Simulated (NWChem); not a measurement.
# C3H5F (allyl fluoride): levels of theory compared

We compute a comparison of 6 runs (TPSS/def2-SVP, BLYP/def2-SVP, M06-L/def2-SVP, PBE/def2-SVP, r2SCAN/def2-SVP, revPBE/def2-SVP) of C3H5F (allyl fluoride). 

Program for the calculation: NWChem 7.3.0.

## (1) The system as given

The species is C3H5F (9 atoms), meant as a singlet with charge 0. As SMILES, `C=CCF`. The shape is that of a PBE0-D4/def2-TZVP optimisation. This is one conformer, not always the lowest.

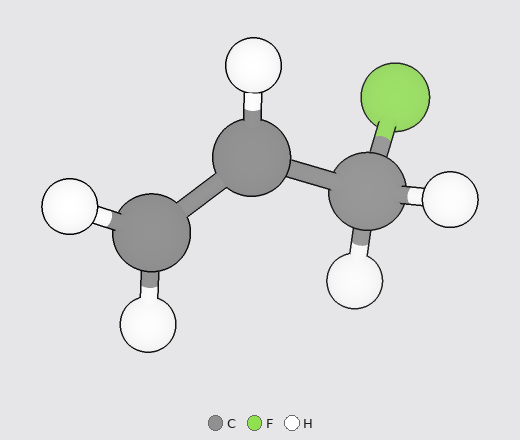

The structure, seen from a chosen angle (carbon grey, fluorine green, hydrogen white).

## (2) Energy and forces at TPSS/def2-SVP (run 1)

File nw.nw:

```
start nw
memory total 2200 mb

geometry units atomic noautosym nocenter noautoz
   C   -1.09226170   2.12121757  -1.14895348
   C    0.66612846   0.40704701  -0.66782921
   C    0.37889009  -1.61155844   1.26328191
   F    0.81352710  -3.96502335   0.19331898
   H   -0.79840929   3.60786512  -2.52599691
   H   -2.89449351   2.10515490  -0.16837460
   H    2.45626602   0.43595982  -1.67524221
   H    1.75706735  -1.38101185   2.79150343
   H   -1.52463104  -1.61061358   2.06868319
end

basis spherical bse
   * library def2-SVP
end

dft
   xc xtpss03 ctpss03
   mult 1
   grid xfine
   convergence energy 1e-08
   maxiter 100
   mulliken
   print low
end

task dft gradient
```

Started as:

```console
$ nwchem nw.nw > nw.out
```

Log:

```text
[...]
 d= 0,ls=0.0,diis     1   -216.9407529348 -3.32D+02  1.37D-02  4.63D-01     3.1
[...]
 d= 0,ls=0.0,diis    11   -216.9999390930 -1.10D-09  1.35D-07  2.25D-10    32.7
         Total DFT energy =     -216.999939092967
      One electron energy =     -522.951810376801
           Coulomb energy =      219.991263434073
    Exchange-Corr. energy =      -28.620000531159
 Nuclear repulsion energy =      114.580608380920
[...]
      Total Density - Mulliken Population Analysis
     ---------------------------------------------
    Atom       Charge   Shell Charges
 -----------   ------   -------------------------------------------------------
    1 C    6     6.03   1.99  0.90  0.23  2.07  0.82  0.03
    2 C    6     6.14   1.99  0.92  0.28  2.09  0.83  0.04
    3 C    6     5.66   1.99  0.93  0.05  2.04  0.59  0.07
    4 F    9     9.28   1.99  1.14  0.80  3.34  2.00  0.01
    5 H    1     0.96   0.76  0.18  0.02
    6 H    1     0.97   0.76  0.19  0.02
    7 H    1     0.97   0.76  0.19  0.02
    8 H    1     0.98   0.77  0.19  0.02
    9 H    1     1.00   0.78  0.20  0.02
[...]
                         DFT ENERGY GRADIENTS
    atom               coordinates                        gradient
                 x          y          z           x          y          z
   1 C      -1.092262   2.121218  -1.148953    0.007451  -0.008215   0.002917
   2 C       0.666128   0.407047  -0.667829   -0.006874   0.007046  -0.003110
   3 C       0.378890  -1.611558   1.263282   -0.000460   0.002448   0.001106
   4 F       0.813527  -3.965023   0.193319   -0.001908   0.008574   0.004053
   5 H      -0.798409   3.607865  -2.525997   -0.000623  -0.006455   0.005849
   6 H      -2.894494   2.105155  -0.168375    0.007515  -0.000562  -0.003783
   7 H       2.456266   0.435960  -1.675242   -0.007314   0.000211   0.003809
   8 H       1.757067  -1.381012   2.791503   -0.005188  -0.002002  -0.006751
   9 H      -1.524631  -1.610614   2.068683    0.007400  -0.001046  -0.004089
 Task  times  cpu:       39.7s     wall:       39.7s
[...]
```

Run time: 41 s. Hardware: 1 thread of Intel Xeon 6975P-C (Granite Rapids), shared host; peak memory 0.14 GiB.

## (3) Energy and forces at BLYP/def2-SVP (run 2)

File job.nw:

```
start job
title "C3H5F"
memory 2200 mb

geometry units angstrom noautosym nocenter noautoz
C       -0.578000       1.122500      -0.608000
C        0.352500       0.215400      -0.353400
C        0.200500      -0.852800       0.668500
F        0.430500      -2.098200       0.102300
H       -0.422500       1.909200      -1.336700
H       -1.531700       1.114000      -0.089100
H        1.299800       0.230700      -0.886500
H        0.929800      -0.730800       1.477200
H       -0.806800      -0.852300       1.094700
end

basis spherical bse
* library def2-SVP
end

dft
xc becke88 lyp
mult 1
grid xfine
convergence energy 1e-08
maxiter 100
mulliken
end

task dft gradient
```

Started as:

```console
$ nwchem job.nw > job.out
```

Log:

```text
[...]
          Wavefunction type:  closed shell.
          No. of atoms     :     9
          No. of electrons :    32
[...]
          Charge           :     0
          Spin multiplicity:     1
[...]
          AO basis - number of functions:    81
[...]
              XC Information
              --------------
                    Becke 1988 Exchange Functional  1.000
              Lee-Yang-Parr Correlation Functional  1.000
[...]
 d= 0,ls=0.0,diis     1   -216.8284631568 -3.31D+02  1.58D-02  5.60D-01     2.3
[...]
 d= 0,ls=0.0,diis    11   -216.8923261765 -3.32D-09  2.55D-07  1.10D-09    24.6
         Total DFT energy =     -216.892326176479
      One electron energy =     -522.967184911894
           Coulomb energy =      219.994997646331
    Exchange-Corr. energy =      -28.500755457012
 Nuclear repulsion energy =      114.580616546095
[...]
      Total Density - Mulliken Population Analysis
     ---------------------------------------------
    Atom       Charge   Shell Charges
 -----------   ------   -------------------------------------------------------
    1 C    6     5.98   1.98  0.91  0.20  2.09  0.77  0.03
    2 C    6     6.08   1.99  0.93  0.25  2.11  0.77  0.03
    3 C    6     5.64   1.98  0.94  0.01  2.06  0.57  0.07
    4 F    9     9.25   1.99  1.13  0.79  3.35  1.98  0.01
    5 H    1     0.99   0.75  0.22  0.02
    6 H    1     1.00   0.75  0.23  0.02
    7 H    1     1.01   0.76  0.23  0.02
    8 H    1     1.01   0.76  0.22  0.02
    9 H    1     1.03   0.77  0.24  0.02
[...]
  wavefunction    = closed shell
                         DFT ENERGY GRADIENTS
    atom               coordinates                        gradient
                 x          y          z           x          y          z
   1 C      -1.092262   2.121217  -1.148953    0.008441  -0.009708   0.003671
   2 C       0.666128   0.407047  -0.667829   -0.006976   0.007223  -0.004173
   3 C       0.378890  -1.611558   1.263282   -0.000966   0.003178   0.002830
   4 F       0.813527  -3.965023   0.193319   -0.002748   0.012925   0.005700
   5 H      -0.798409   3.607865  -2.525997   -0.001024  -0.008702   0.007954
   6 H      -2.894493   2.105155  -0.168375    0.010156  -0.000545  -0.005214
   7 H       2.456266   0.435960  -1.675242   -0.010160   0.000311   0.005303
   8 H       1.757067  -1.381012   2.791503   -0.007396  -0.002975  -0.009949
   9 H      -1.524631  -1.610613   2.068683    0.010674  -0.001707  -0.006123
[...]
```

Wall time 30 s (1 thread of Intel Xeon 6975P-C (Granite Rapids), shared host); peak memory 0.14 GiB.

Runs 3 to 5 aren't shown in full; the table further down has their settings and results.

## (4) Energy and forces at revPBE/def2-SVP (run 6)

File mol.xyz:

```xyz
9

C     -0.578000     1.122500    -0.608000
C      0.352500     0.215400    -0.353400
C      0.200500    -0.852800     0.668500
F      0.430500    -2.098200     0.102300
H     -0.422500     1.909200    -1.336700
H     -1.531700     1.114000    -0.089100
H      1.299800     0.230700    -0.886500
H      0.929800    -0.730800     1.477200
H     -0.806800    -0.852300     1.094700
```

File mol.nw:

```
start mol
memory total 2200 mb
geometry noautosym nocenter noautoz
load format xyz mol.xyz
end
basis "ao basis" spherical bse
* library def2-SVP
end
dft
xc revpbe cpbe96
grid xfine
convergence energy 1e-08
iterations 100
mulliken
end
task dft gradient
```

Started as:

```console
$ nwchem mol.nw > mol.out
```

Log:

```text
[...]
          Wavefunction type:  closed shell.
          No. of atoms     :     9
          No. of electrons :    32
[...]
          Charge           :     0
          Spin multiplicity:     1
[...]
          AO basis - number of functions:    81
[...]
              XC Information
              --------------
                        RevPBE Exchange Functional  1.000
            Perdew 1991 LDA Correlation Functional  1.000 local
           PerdewBurkeErnz. Correlation Functional  1.000 non-local
[...]
 d= 0,ls=0.0,diis     1   -216.8400569067 -3.31D+02  1.49D-02  5.20D-01     3.1
[...]
 d= 0,ls=0.0,diis    11   -216.9003111710 -2.12D-09  1.96D-07  5.65D-10    30.5
         Total DFT energy =     -216.900311170962
      One electron energy =     -522.916671925434
           Coulomb energy =      219.937293164325
    Exchange-Corr. energy =      -28.501548955948
 Nuclear repulsion energy =      114.580616546095
[...]
      Total Density - Mulliken Population Analysis
     ---------------------------------------------
    Atom       Charge   Shell Charges
 -----------   ------   -------------------------------------------------------
    1 C    6     6.01   1.99  0.91  0.22  2.07  0.80  0.02
    2 C    6     6.13   1.99  0.93  0.27  2.09  0.82  0.03
    3 C    6     5.67   1.99  0.94  0.04  2.05  0.59  0.07
    4 F    9     9.26   1.99  1.13  0.80  3.33  1.99  0.01
    5 H    1     0.97   0.75  0.20  0.02
    6 H    1     0.98   0.75  0.20  0.02
    7 H    1     0.99   0.76  0.21  0.02
    8 H    1     0.99   0.77  0.20  0.02
    9 H    1     1.00   0.77  0.21  0.02
[...]
  wavefunction    = closed shell
                         DFT ENERGY GRADIENTS
    atom               coordinates                        gradient
                 x          y          z           x          y          z
   1 C      -1.092262   2.121217  -1.148953    0.009283  -0.010619   0.003905
   2 C       0.666128   0.407047  -0.667829   -0.007730   0.008990  -0.005410
   3 C       0.378890  -1.611558   1.263282   -0.001595   0.005189   0.004772
   4 F       0.813527  -3.965023   0.193319   -0.002309   0.011015   0.004685
   5 H      -0.798409   3.607865  -2.525997   -0.001169  -0.009348   0.008561
   6 H      -2.894493   2.105155  -0.168375    0.010915  -0.000632  -0.005577
   7 H       2.456266   0.435960  -1.675242   -0.010812   0.000197   0.005785
   8 H       1.757067  -1.381012   2.791503   -0.007697  -0.003215  -0.010358
   9 H      -1.524631  -1.610613   2.068683    0.011114  -0.001576  -0.006364
[...]
```

It took 36 s on 1 thread of Intel Xeon 6975P-C (Granite Rapids), shared host; peak memory 0.14 GiB.

## (5) The series

```tsv
run	level	energy (Eh)	largest force (eV/Å)	wall time
1	TPSS/def2-SVP	-216.999939	0.590	41 s
2	BLYP/def2-SVP	-216.892326	0.740	30 s
3	M06-L/def2-SVP	-216.936550	0.595	40 s
4	PBE/def2-SVP	-216.709411	0.661	28 s
5	r2SCAN/def2-SVP	-216.847368	0.483	36 s
6	revPBE/def2-SVP	-216.900311	0.753	36 s
```

## (6) Results

```
                       quantity          value
            run 6: total energy  -216.90031 Eh
           run 6: dipole moment         1.61 D
             run 6: HOMO energy       -6.68 eV
             run 6: LUMO energy       -0.99 eV
           run 6: HOMO–LUMO gap        5.69 eV
run 6: largest force on an atom     0.753 eV/Å
```

**Reading.** Over runs 2, 3, 4, 5, 6 the dipole moment (its size) runs from 1.61 D (BLYP/def2-SVP) to 1.77 D (r2SCAN/def2-SVP). Over runs 2, 3, 4, 5, 6 the HOMO–LUMO gap runs from 5.65 eV (BLYP/def2-SVP) to 6.12 eV (r2SCAN/def2-SVP). Totals of different functionals can't be ranked against each other. All runs together took 3.5 min, the longest 41 s.
